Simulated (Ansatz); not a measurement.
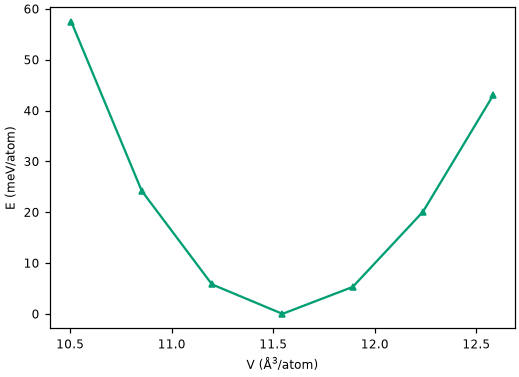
*BP (zinc blende, F-43m) under volume change, plane-wave PAW PBEsol (Ansatz code), scaled uniformly.*

### Question
What does a third-order Birch–Murnaghan fit give for V₀, B₀ and B′?

### Answer
V₀ = 11.54 Å³/atom, B₀ = 169 GPa, B′ = 3.8.

The cell was relaxed with PBEsol under the symmetry of its start.

Potentials: the earlier of the program's two PAW sets. The files were generated under PBE; for other functionals the program regenerates the frozen cores, and for LDA and PBEsol the local potential too.
